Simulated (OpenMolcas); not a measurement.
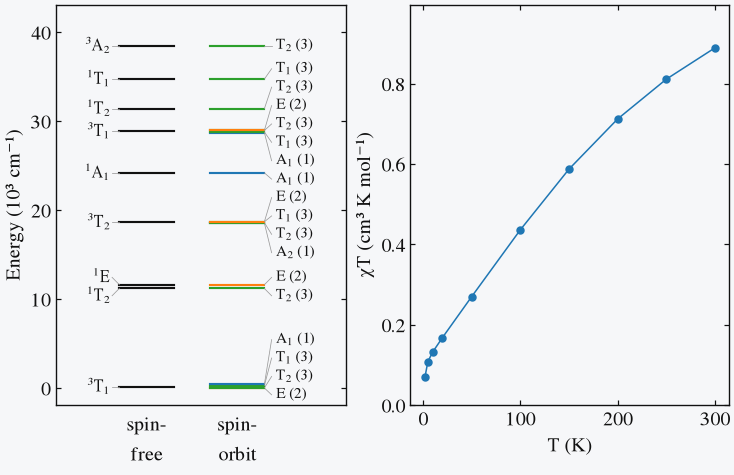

Levels of a 3d ion of charge +3 as a dopant in K₂NaGaF₆, a cluster with its 6 nearest F⁻ at 1.903 Å (octahedron) embedded in model potentials and point charges; the geometry was set, not optimised. Labels give the representation in O, Td, D4 or D3 as the site allows (double group for half-integer spin) where it could be assigned and, in brackets, the degeneracy; spin-free states, where drawn, share the zero of the spin-orbit levels. Level of the calculation: state-averaged SS-CASPT2, IPEA shift 0.25, imaginary shift 0.1 hartree, the open shell active, basis ANO-RCC-VDZP on all atoms, DKH2 scalar Hamiltonian, spin-orbit coupling by RASSI with atomic mean-field integrals (OpenMolcas). Powder susceptibility by Van Vleck's formula.

> Which ion is the dopant?

V³⁺ (3d²). The ground level is E, doubly degenerate, 100 % from states of spin multiplicity 3. Its principal g values are all close to zero. The next level lies at 4.0 cm⁻¹ (T₂). The lowest spin-free state is ³T₁; of the same spin there follow at 18,500 cm⁻¹ (³T₂), 28,700 cm⁻¹ (³T₁) and 38,300 cm⁻¹ (³A₂) above it. A ligand-field fit to the spin-free states gives |10Dq| = 20,200 cm⁻¹, B = 796 and C = 3,040 cm⁻¹ (rms misfit 200 cm⁻¹). χT is 0.0692 cm³ K mol⁻¹ at 2 K and 0.889 at 300 K, an effective moment of 2.67 μB.

Caveat: the geometry is set by hand, with no relaxation and no charge compensation.
